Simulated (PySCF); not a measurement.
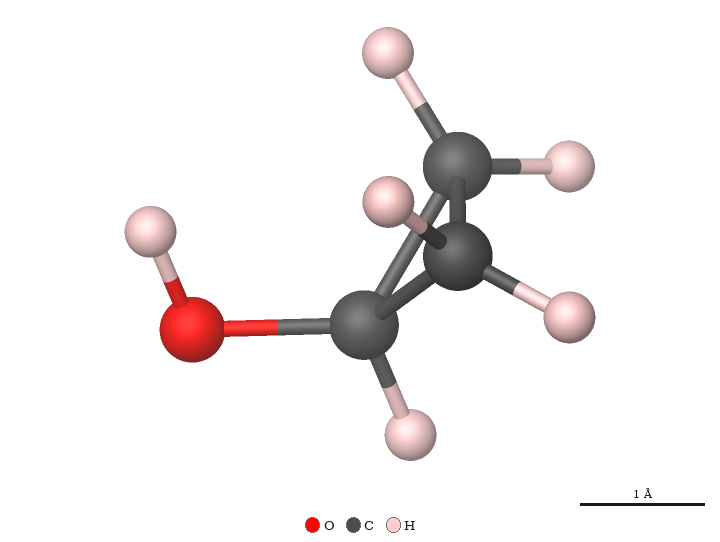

The picture shows a molecular structure as a ball-and-stick model. Every bond is drawn as one stick, whatever its order.

The geometry was computed by an optimisation with GFN2-xTB. No frequency run is at hand to confirm it as a minimum.

Identify the structure.

It has 10 atoms: 3 carbon, 6 hydrogen and 1 oxygen (C3H6O). SMILES: `OC1CC1`. Independent rings (smallest set): 1 of 3 members. Among its groups: alcohol. This geometry has Cs symmetry. Coordination, clear cases only: 1 O bent.

The parts below concern this one geometry. Atoms keep their numbers from picture to picture.

**Electronic properties**

No frequency run is at hand to confirm it as a minimum. Level of theory: PBE0/pcSseg-1, gas phase (PySCF 2.14.0).

Computed properties:

- dipole moment: 1.53 D
- HOMO energy (Kohn–Sham orbital): −7.02 eV
- LUMO energy (Kohn–Sham orbital): 1.40 eV
- HOMO–LUMO gap: 8.42 eV

**Quadrupole coupling**

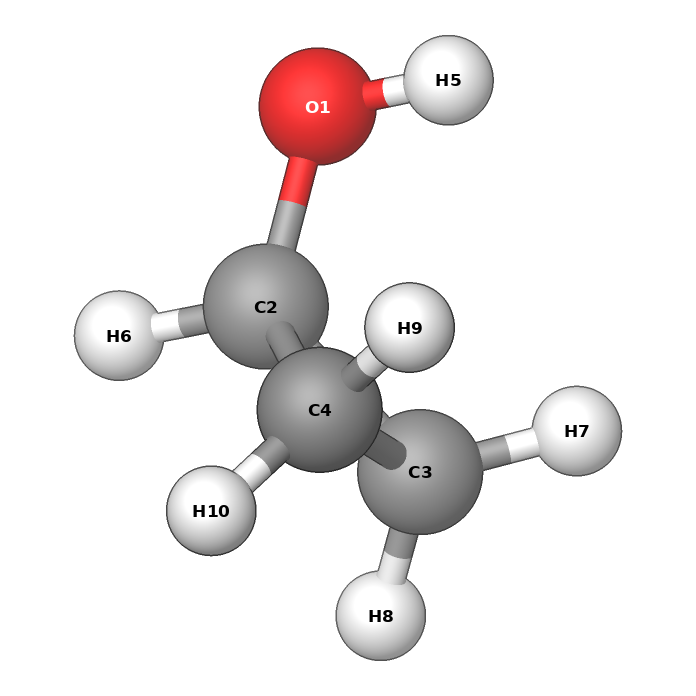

No frequency run is at hand to confirm it as a minimum. Electric field gradients from the ground-state density, B3LYP/pcJ-1 (PySCF 2.14.0), non-relativistic apart from any core potentials.

Give the largest field-gradient component, the quadrupole coupling constant and the asymmetry for 17O at O1 (Q = −25.6 mb), 2H at H5 (Q = 2.86 mb), 2H at H6 (Q = 2.86 mb), 2H at H7 (Q = 2.86 mb), 2H at H8 (Q = 2.86 mb).

```tsv
atom	V_zz (a.u.)	e²qQ/h (MHz)	η
O1	−1.984	11.94	0.92
H5	0.452	0.304	0.16
H6	0.307	0.207	0.12
H7	0.320	0.215	0.10
H8	0.322	0.216	0.08
```

**Bond orders**

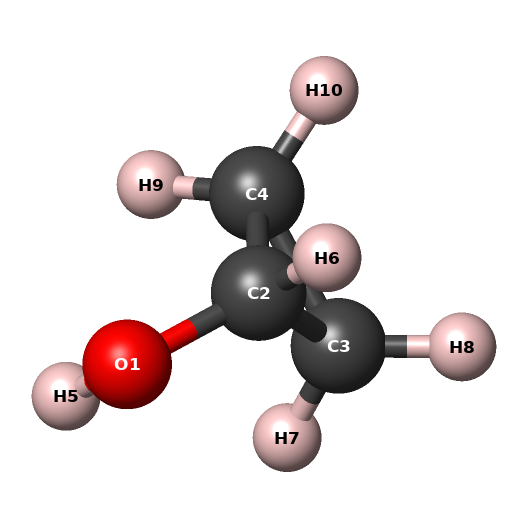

Every bond is drawn as one stick. No frequency run is at hand to confirm it as a minimum. Computed with PBE0/pcSseg-1 (PySCF 2.14.0).

List the Mayer bond orders of O1–C2, O1–H5, C2–C3, C2–H6, C3–C4, C3–H7, C3–H8 (one bond of each equivalent set).

```json
{"bond": "O1–C2", "Mayer order": "1.00", "length (Å)": "1.389"}
{"bond": "O1–H5", "Mayer order": "0.95", "length (Å)": "0.964"}
{"bond": "C2–C3", "Mayer order": "0.96", "length (Å)": "1.498"}
{"bond": "C2–H6", "Mayer order": "0.96", "length (Å)": "1.082"}
{"bond": "C3–C4", "Mayer order": "0.94", "length (Å)": "1.508"}
{"bond": "C3–H7", "Mayer order": "0.95", "length (Å)": "1.080"}
{"bond": "C3–H8", "Mayer order": "0.95", "length (Å)": "1.078"}
```

**NMR shielding**

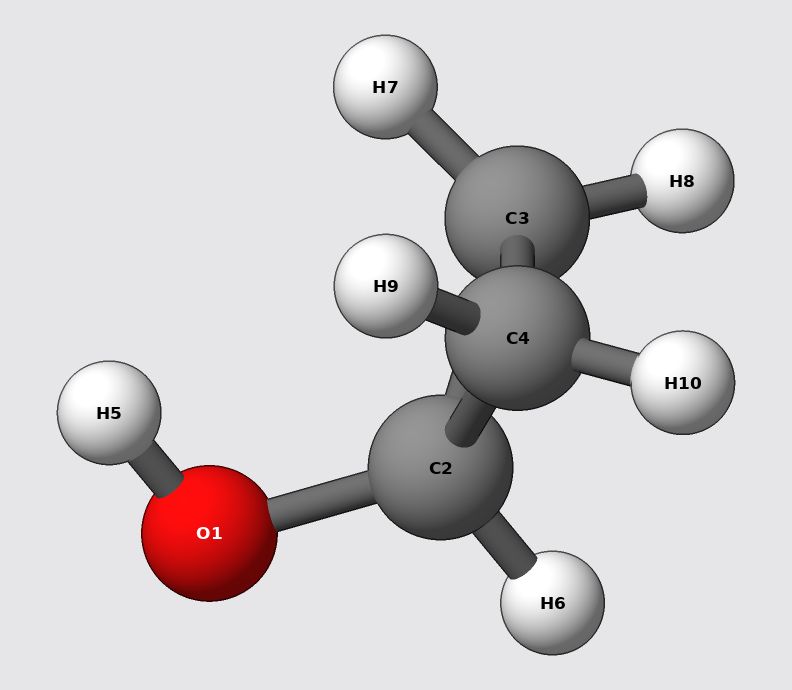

No frequency run is at hand to confirm it as a minimum. Properties computed with GIAO PBE0/pcSseg-1 NMR shielding, non-relativistic, gas phase (PySCF 2.14.0). Principal shieldings σ11 ≤ σ22 ≤ σ33, span Ω = σ33 − σ11, skew κ = 3(σiso − σ22)/Ω.

Give the shielding tensors of the O atoms.

| atom | σ11 | σ22 | σ33 | σiso | Ω | κ |
| --- | --- | --- | --- | --- | --- | --- |
| O1 | 221.7 | 269.6 | 383.0 | 291.4 | 161.3 | 0.41 |

Shieldings and span in ppm.
